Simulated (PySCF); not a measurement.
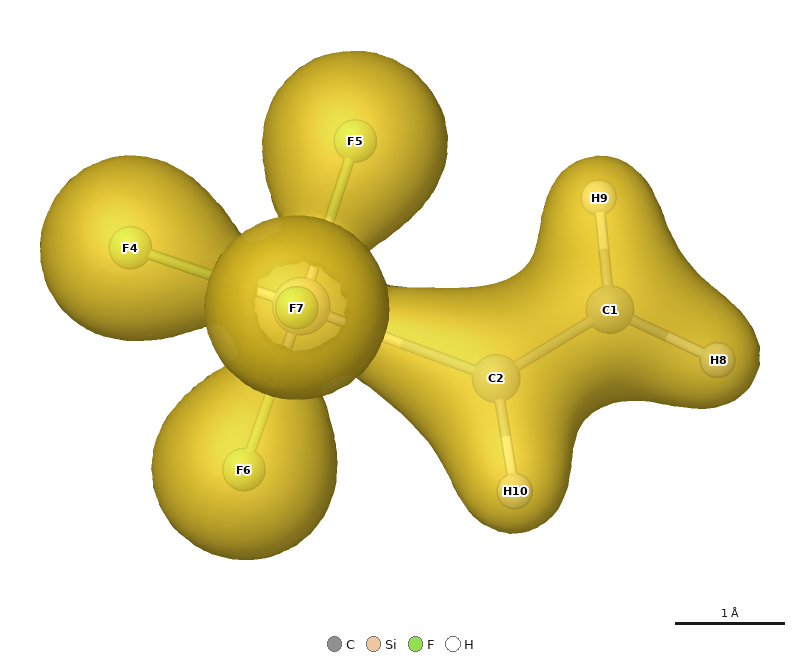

The picture shows: C2H3F4Si (charge −1). Isosurface of the total electron density at 0.5 e/Å³ (yellow), seen at a tilt.

Geometry: PBE0-D3(BJ)/def2-SVP.

Computed with PySCF, revPBE/pcSseg-1, SCF density, in a acetone solvent model, non-relativistic.

```xyz
10

C     1.7648   -0.0798   -0.0734
C     0.5645    0.2727   -0.5477
Si   -1.1582   -0.0428    0.2546
F    -2.5293   -0.0365    1.2167
F    -0.4360   -0.9928    1.4364
F    -1.5401    1.5435   -0.1595
F    -1.7742   -1.0291   -0.9140
H     2.7076    0.1622   -0.5867
H     1.8451   -0.6375    0.8663
H     0.5558    0.8401   -1.4927
```

**What does this surface tell about the bonding?**

At this value the surface is in one piece. It bridges the sampled C–C (1.34 Å), Si–F (1.65 Å), C–Si (1.93 Å) and C–H (1.10 Å) contacts, where the density stays above the isovalue. On the grid the lowest density along these lines, outside the cores, is 2.2 e/Å³ (C–C, 1.34 Å), 0.83 e/Å³ (Si–F, 1.65 Å), 0.75 e/Å³ (C–Si, 1.93 Å) and 1.8 e/Å³ (C–H, 1.10 Å).
